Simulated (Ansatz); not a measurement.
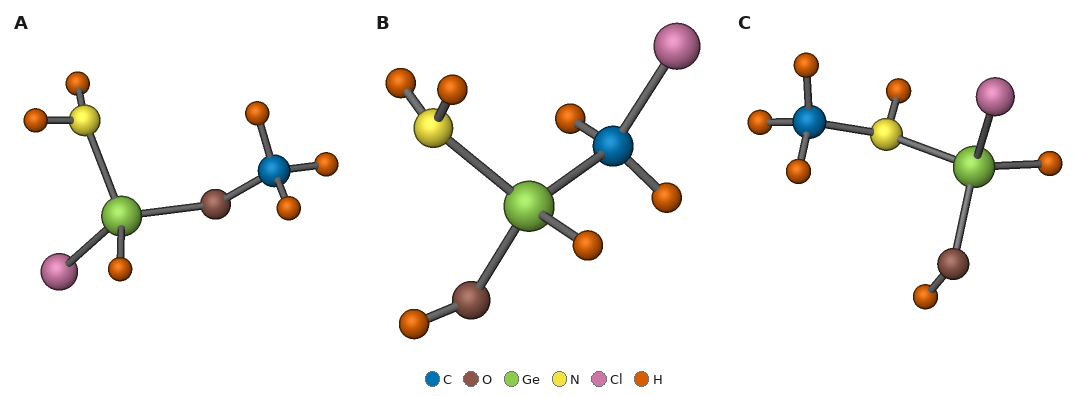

```sh
ansatz run in.yaml --threads 2 --pin off --events-out ev --progress --plain --max-ram 32768MiB --backend cpu
```

```yaml
crystal:
  periodic: [false, false, false]
  atoms:
    - {symbol: N, position_ang: [0.014226, 0.403331, 1.724772]}
    - {symbol: Ge, position_ang: [0.587058, -0.122699, 0.072578]}
    - {symbol: O, position_ang: [0.706912, -1.897550, 0.092467]}
    - {symbol: C, position_ang: [-0.673194, 0.182460, -1.396788]}
    - {symbol: Cl, position_ang: [-0.972341, 1.931412, -1.566615]}
    - {symbol: H, position_ang: [0.250258, 1.353209, 1.973499]}
    - {symbol: H, position_ang: [-0.962571, 0.241497, 1.924877]}
    - {symbol: H, position_ang: [1.940602, 0.561885, -0.180550]}
    - {symbol: H, position_ang: [1.078735, -2.217703, 0.917988]}
    - {symbol: H, position_ang: [-0.278136, -0.186025, -2.342345]}
    - {symbol: H, position_ang: [-1.626150, -0.306717, -1.199383]}
basis:
  gaussian: {orbitals: def2-TZVPP}
hamiltonian: {xc: pbe, dispersion: d4}
output: {forces: true, orbitals: {seedname: orbitals}}
```

Which panel shows the molecule in this file?

Answer. B. The file holds CH6ClGeNO, `[NH2][Ge@@H]([OH])[CH2]Cl`.
